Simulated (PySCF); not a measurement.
SMILES C([SiH3])[SiH2], doublet at its PBE0/def2-SVP optimised geometry (Å):

```
10

Si    -0.5723    -1.6928     1.6126
C     -1.0538     0.1279     1.5075
Si    -0.3978     1.0491     0.0000
H     -1.0313    -2.3259     2.8906
H     -1.0974    -2.4673     0.4434
H     -2.1571     0.2009     1.5131
H     -0.6946     0.6402     2.4164
H     -0.8738     2.4673     0.0000
H     -0.8705     0.3915    -1.2573
H      1.0974     1.0491     0.0000
```

Computed with unrestricted PBE0/def2-TZVP in PySCF. Cells within 0.4 Å of a nucleus heavier than hydrogen are left out (blank, or x).

Map of the Laplacian of the electron density (e/bohr⁵), clipped to [-1.50, 1.50] on the plane z = 0.0 Å:

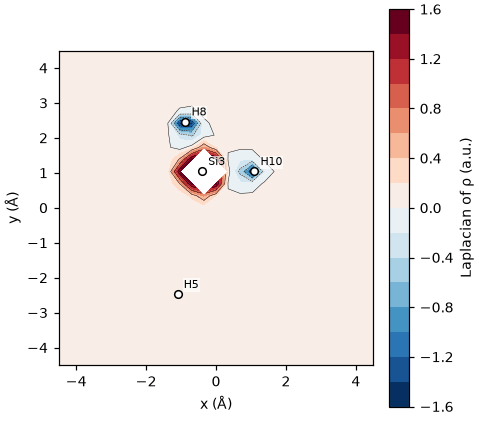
Figure: Laplacian of the electron density (e/bohr⁵), clipped to [-1.50, 1.50] on the plane z = 0.0 Å.
